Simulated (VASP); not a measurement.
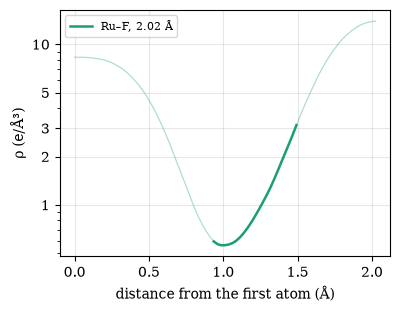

RuF2. Valence pseudo-density along straight lines between neighbouring atoms. Thin, pale parts lie inside the atomic spheres.

Space group R-3m; a generated structure, not necessarily the stable one; not relaxed (largest force 1.1 eV/Å); computed pressure about 24 GPa in this cell; spin-polarised.

Method: VASP 6.6.1, Kohn-Sham DFT of a periodic cell, PBEsol, VASP PAW PBE potentials, recommended.

The density is the valence pseudo-density of a PAW calculation; it isn't the true density close to the nuclei.

> What can be read from the curves?

Ru–F (2.02 Å): the density is about 0.56 e/Å³ at the midpoint.
